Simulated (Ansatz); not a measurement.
**Response to strain in BP**

Take BP in the zinc blende structure (space group F-43m, No. 216; a = 4.536 Å) as the base.

Strains are applied to the cell and any free atomic positions relax.

Calculations: Kohn–Sham DFT with the r2SCAN functional, run in Ansatz (a first-principles code) with PAW and 500 eV plane waves, no spin-orbit coupling, earlier PAW set.

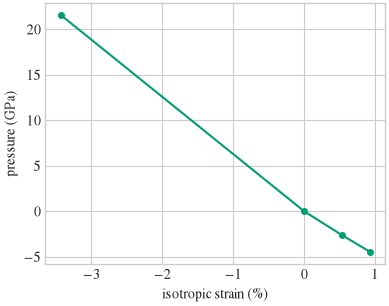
*Pressure against isotropic strain*

| isotropic strain (%) | pressure |
|---|---|
| -3.43 | 21.55 GPa |
| 0.54 | -2.66 GPa |
| 0.93 | -4.47 GPa |

No phonon test of stability was made.
